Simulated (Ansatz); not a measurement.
**Bi$_{2}$H$_{3}$: density, localisation and related maps**

```cif
data_structure
_symmetry_space_group_name_H-M 'P 1'
_symmetry_Int_Tables_number 1
_cell_length_a 3.5507
_cell_length_b 3.5507
_cell_length_c 24.6890
_cell_angle_alpha 90.000
_cell_angle_beta 90.000
_cell_angle_gamma 120.000
_cell_volume 269.56
loop_
_atom_site_label
_atom_site_type_symbol
_atom_site_fract_x
_atom_site_fract_y
_atom_site_fract_z
_atom_site_occupancy
Bi1 Bi 0.00000 0.00000 0.40000 1
Bi2 Bi 0.33333 0.66667 0.06667 1
Bi3 Bi 0.66667 0.33333 0.73333 1
Bi4 Bi 0.00000 0.00000 0.60000 1
Bi5 Bi 0.33333 0.66667 0.26667 1
Bi6 Bi 0.66667 0.33333 0.93333 1
H1 H 0.00000 0.00000 0.00000 1
H2 H 0.66667 0.33333 0.33333 1
H3 H 0.33333 0.66667 0.66667 1
H4 H 0.00000 0.00000 0.20950 1
H5 H 0.66667 0.33333 0.54283 1
H6 H 0.33333 0.66667 0.87617 1
H7 H 0.00000 0.00000 0.79050 1
H8 H 0.66667 0.33333 0.12383 1
H9 H 0.33333 0.66667 0.45717 1
```

Space group R-3m; built by placing these elements on a known structure type; not relaxed (largest force 0.8 eV/Å); computed pressure about −4 GPa in this cell; computed without spin polarisation.

Level of theory: Ansatz 0.2.0, DFT, PAW plane waves, r2SCAN.

Core electrons are frozen (PAW), and the valence fields are smoothed inside the atomic spheres.

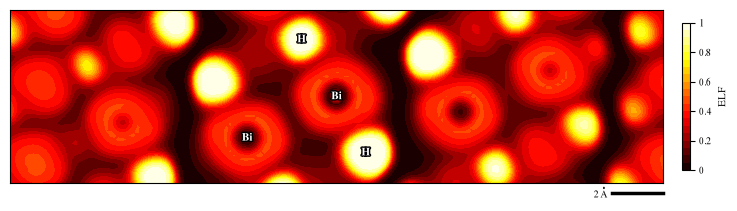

Figure 1. Electron localisation function on the (111) plane of the conventional cell.

Question: Read the bonding off the picture.

Answer:
- Atoms in the plane: Bi and H.
- Atoms just off the plane (Bi, 0.4 Å away and H, 0.3 Å away) can leave unmarked features too.
- Bi–H (2.49 Å): the ELF climbs to about 1 towards the hydrogen.
- Bi–H (2.63 Å): the ELF climbs to about 1 towards the hydrogen.
- The features right at Bi lie inside the PAW spheres, where the map follows smoothed inner orbitals and isn't to be read closely.

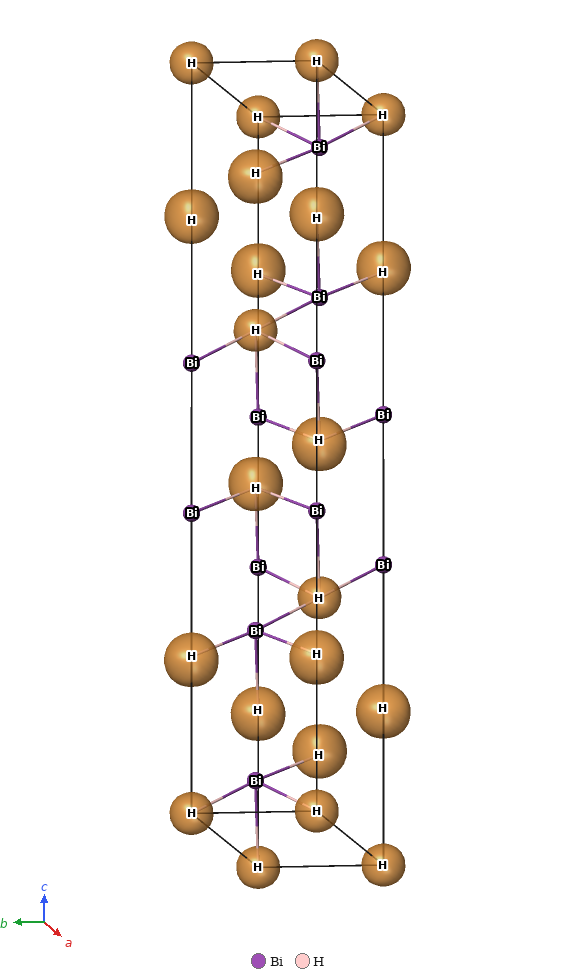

Figure 2. Isosurface of the ELF at 0.85 (orange), seen at an oblique angle. Core shells are left out. Sticks mark near contacts.

Question: Describe the localisation domains.

Answer: At this value the surface marks out nine regions around hydrogen nuclei, counted in one cell of 15 atoms. Regions shared between cells count once.

Question: How much charge does the calculation move between the atoms?

Answer: Electrons move from Bi towards H. Bader charges: Bi +0.54 and H −0.40 to −0.34 e.
